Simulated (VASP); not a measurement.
Energy against volume of CdTe (zinc blende). These are MS2 meta-GGA, VASP's PBE PAW potentials (set 64) (plane waves; VASP) values and carry that method's errors.

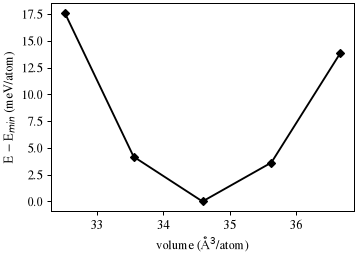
Figure: Energy against volume

Question: Estimate the equilibrium volume and the bulk modulus.

Answer: The minimum lies near 34.6 Å³/atom, and the curvature gives B0 of about 40 GPa.

Measured: bulk modulus 43.7 GPa (computed value off by -8.4 %), as given by Elmahjoubi et al., (2023), arXiv:2303.01780; a 6.480 Å (computed value off by +0.6 %), as given by M J Lucero et al., Journal of Physics Condensed Matter (2012), arXiv:1111.4515. The calculation is for a static lattice, while the measured bulk modulus, a hold thermal and zero-point effects, which are part of the difference.

The compound is CdTe in the zinc blende structure. It was relaxed first.
